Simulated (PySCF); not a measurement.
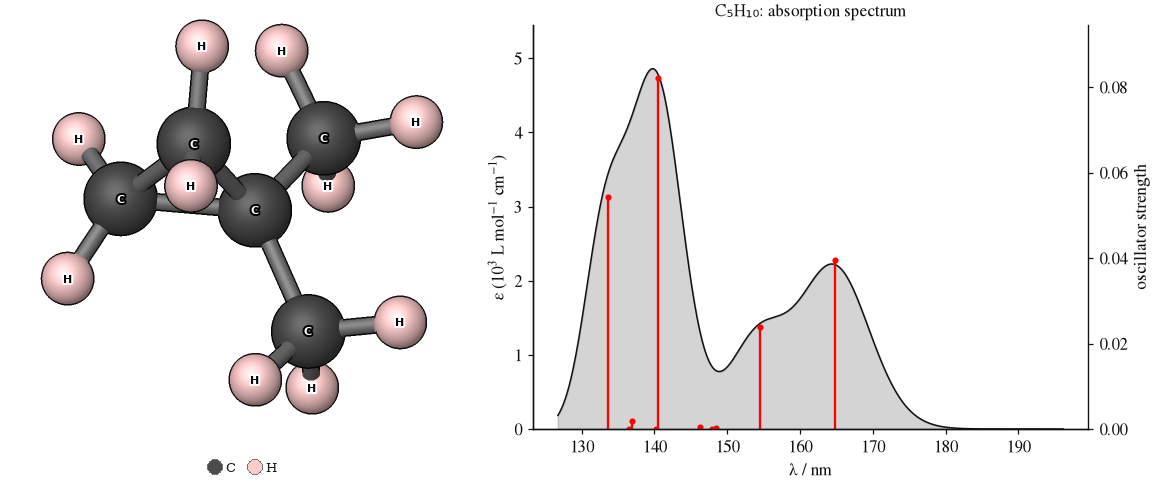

Computed absorption of C₅H₁₀, SMILES CC1(C)CC1. Vertical TDDFT excitations, CAM-B3LYP/def2-SVPD in PySCF 2.14.0, at a PBE0-D3(BJ)/def2-SVP geometry (no frequency check), gas phase. The lowest 10 singlet states are shown; each is broadened by a Gaussian of 1/e half-width 0.30 eV. Sticks give oscillator strengths (right axis).

> Which of the computed transitions is the brightest, and what character does the calculation give it?

S6 at 8.83 eV (140 nm), f = 0.082, mainly HOMO−1 → LUMO+1 (92 %) (S7 lies within 0.06 eV, too close to order).

> Does any vertical transition fall in the visible?

No singlet lies below 3.1 eV (beyond 400 nm), so at this level no vertical transition falls in the visible.

> Where is the lowest singlet, and is it bright?

S1 lies at 7.52 eV (165 nm) with f = 0.040, mainly HOMO → LUMO (96 %); it is weak.

Known limits of this run: states above the negative HOMO energy depend on the basis; core orbitals are frozen in the response.
